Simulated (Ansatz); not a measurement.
Bi2Se3 (Bi2Te3 type, space group R-3m)

```yaml
crystal:
  lattice:
    - [2.07230, 1.19644, 9.75526]
    - [-2.07230, 1.19644, 9.75526]
    - [0.00000, -2.39289, 9.75526]
  atoms:
    - { symbol: Bi, position: [0.39938, 0.39938, 0.39938] }
    - { symbol: Bi, position: [0.60062, 0.60062, 0.60062] }
    - { symbol: Se, position: [0.00000, 0.00000, 0.00000] }
    - { symbol: Se, position: [0.21420, 0.21420, 0.21420] }
    - { symbol: Se, position: [0.78580, 0.78580, 0.78580] }
```

Scan: atom 4 (Se, nearest neighbour Bi at 2.853 Å; its periodic images, 4.1 Å or more away, move with it) is displaced along Cartesian z, direction (0.000, 0.000, 1.000) in Cartesian axes, by s. The other atoms stay.

Method: r2SCAN+rVV10 (plane waves to 500 eV, PAW, scalar-relativistic; Ansatz, an electronic-structure program). k mesh 8×8×8 (Γ-centred), Fermi-Dirac smearing 0.05 eV. Energies are smeared free energies. Bi2Se3 was relaxed with its symmetry unable to fall. Spin-orbit coupling is left out, though Bi is heavy. ΔE is measured from the undisplaced structure.

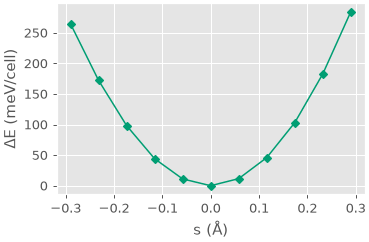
Fig. 1. ΔE (meV/cell) against s (Å); one marker a computed point.

Q: Is the energy the same for displacements of ±0.290 Å, and if not, which side lies higher?

A: Not even: the positive side lies higher at ±0.290 Å.

Q: What is the energy change at s = 0.290 Å?

A: About 280 meV/cell.

(A displaced cell: forces are minus the slopes of the energy, force constants its curvatures, and phonons follow from these.)
